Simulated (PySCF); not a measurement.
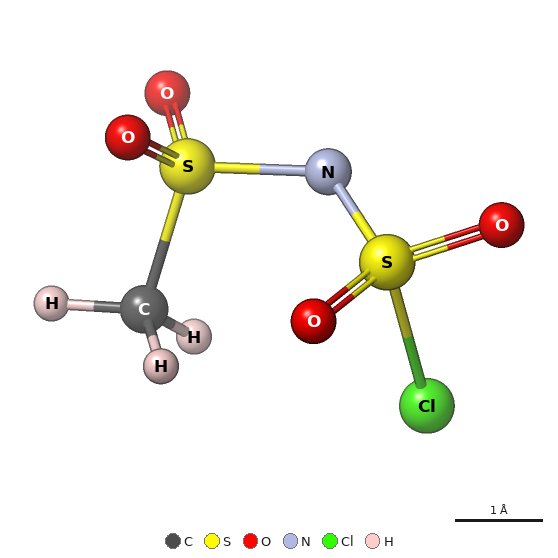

Atoms fade into the background with distance from the viewer. State: charge −1, singlet. The geometry was computed by an optimisation with PBE0-D3(BJ)/def2-SVP. No frequency run is at hand to confirm it as a minimum. Masses are those of the most abundant isotopes; constants are for the rigid equilibrium geometry.

Q: Classify the rotor and give the rotational constants (GHz).

A: An asymmetric top (C1): A = 1.82, B = 0.777, C = 0.691 GHz. Ray's parameter κ is −0.85, nearer the prolate limit.
